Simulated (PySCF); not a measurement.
C3H8BClN2 (SMILES NB(N)C/C=C/Cl)

Input file:

```
{"job": {"kind": "uv", "xc": "PBE0", "basis": "def2-SVPD", "nstates": 8, "ntriplets": 3}, "charge": 0, "multiplicity": 1}
N     -1.508597     1.157310    -0.556266
B     -1.089662     0.155555     0.328844
N     -1.650564     0.061903     1.608971
C      0.028981    -0.908462    -0.134535
C      1.293610    -0.231005    -0.534770
C      2.423757    -0.319835     0.143627
Cl     3.862393     0.518596    -0.325116
H     -1.126831     1.272421    -1.476378
H     -2.188559     1.857838    -0.320672
H     -2.350791     0.694867     1.952707
H     -1.386245    -0.634874     2.280212
H      0.236503    -1.626910     0.658054
H     -0.349802    -1.464005    -0.995000
H      1.251705     0.385314    -1.422042
H      2.549690    -0.910722     1.036588
```

Launched as:

```sh
OMP_NUM_THREADS=1 python probes_run.py task.json out
```

Geometry: GFN2-xTB.

Computed with PBE0/def2-SVPD, SCF density, gas phase in PySCF 2.14.0.

### What will maps of the electron density and electron localisation function show?

B–N (1.40 Å): ρ at the midpoint is about 1.9 e/Å³; the ELF peaks at about 0.95 between the atoms, as expected for a polar covalent bond.
C–B (1.61 Å): ρ at the midpoint is about 1.3 e/Å³; the ELF peaks at about 1 between the atoms: a covalent bond.
N–H (1.00 Å): ρ at the midpoint is about 2.9 e/Å³; the ELF climbs to about 1 towards the hydrogen, as it does in any bond to H: a covalent bond by its length.

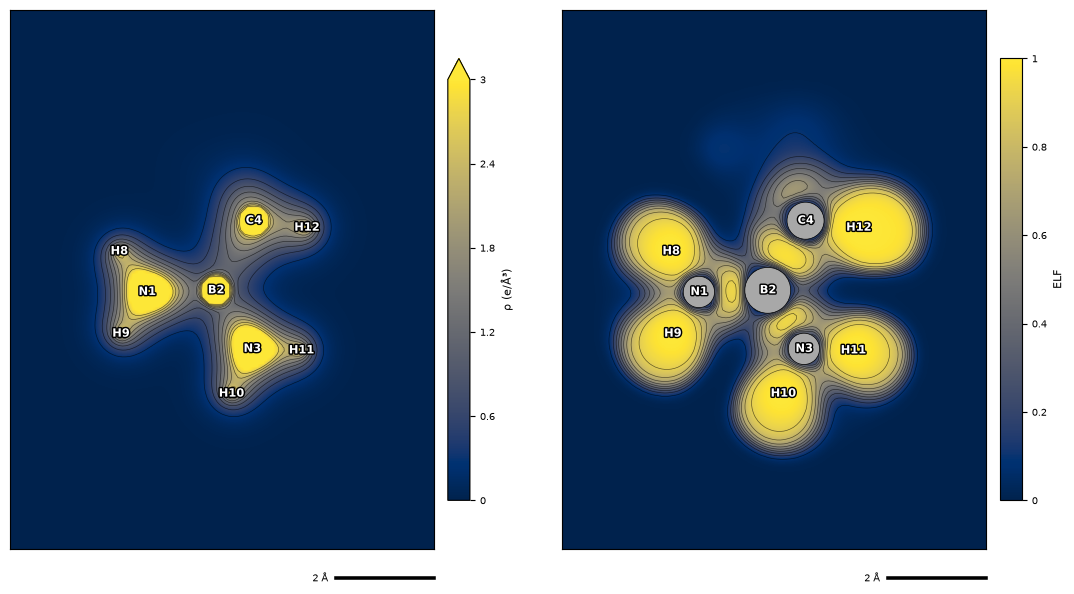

Computed electron density and electron localisation function on the plane of atoms N1, B2 and N3, in this order. Grey discs cover the atomic cores in the ELF map. 
